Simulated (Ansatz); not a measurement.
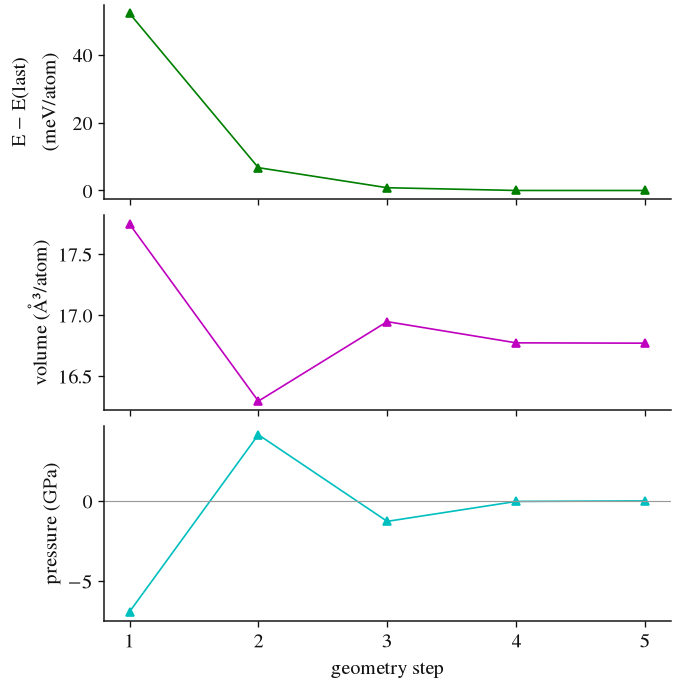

History of a geometry optimisation. Atoms and cell relax. A closing SCF on a freshly chosen basis isn't drawn.

```
crystal:
  lattice:
    - [1.4637585839, -0.8451014124, 4.7816113741]
    - [0.0, 1.6902028249, 4.7816113741]
    - [-1.4637585839, -0.8451014124, 4.7816113741]
  atoms:
    - { symbol: Mg, position: [0.0, 0.0, 0.0] }
    - { symbol: Mo, position: [0.5, 0.5, 0.5] }
kpoints:
  mp_grid: { grid: [13, 13, 13] }
scf:
  occupations: { method: tetrahedron_uncorrected }
  mixing: { algorithm: anderson, beta: 0.05, ndim: 4 }
hamiltonian:
  xc: pbesol
  pseudopotentials: { kind: paw }
output:
  forces: true
  stress: true
relax:
  f_tol: 0.005
  max_steps: 80
  cell: {}
```

Command:
```bash
ansatz run input.yaml --threads 1 --pin off --max-ram 2048MiB --backend cpu --events-out ev --progress --plain --runs-dir out
```

How did the optimisation end?

The optimisation met its thresholds at geometry 5, counting the start as the first. The energy fell by about 52 meV/atom from the first step to the last. All forces vanish by symmetry, so only the cell moves.

What happens to the cell?

The volume shrinks from 17.7 to 16.8 Å³ per atom (−6 %), overshooting to 16.3 at step 2, as the pressure goes from −6.9 GPa to about 0 GPa. The start was expanded.
